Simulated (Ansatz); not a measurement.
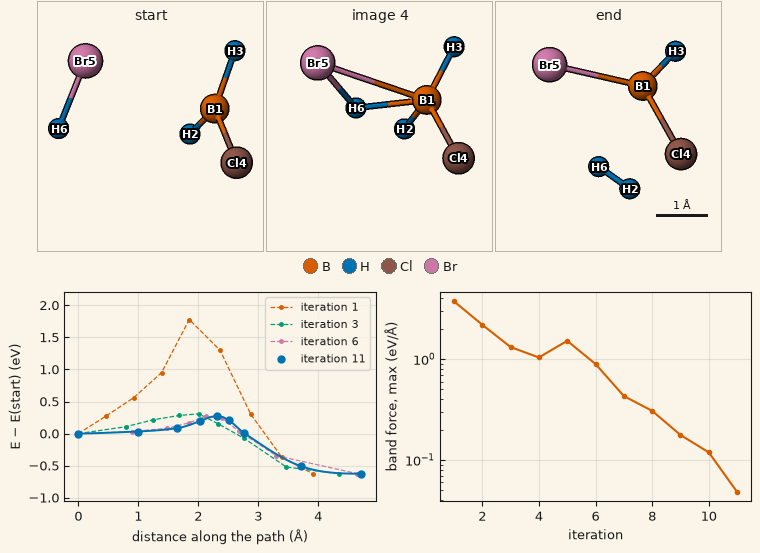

NEB run on BH₃BrCl, made up at the start of BH₂Cl and HBr. Images are numbered from 0 (start) to 8 (end). The plot follows the band through its iterations. A ball-and-stick model, seen at a tilt.

Level of theory: RKS PBE-D4/def2-SVP in Ansatz. Run with 7 movable images; climbing image; force threshold 0.05 eV/Å; iteration limit 60; starting path through a guess of the saddle point.

How did the profile develop, and is the result final?

The run is converged, with reservations. The band converged in 11 iterations. The largest component of the band force went from 3.7 to 0.048 eV/Å. The climbing image converged on the top of the path. Its curvatures weren't checked. The first iteration put the highest image at 1.78 eV. Forward barrier 0.27 eV, backward barrier 0.90 eV, with image 4 at the top; the reaction energy is −0.63 eV.

Limits of the set-up: the start holds two separate molecules, 2.8 Å apart at their closest, whose relative position is a soft coordinate.

The run took 2.5 min on 1 thread of Intel(R) Xeon(R) Platinum 8259CL CPU @ 2.50GHz (Skylake/Cascade Lake) (shared host), peak memory 0.16 GiB.
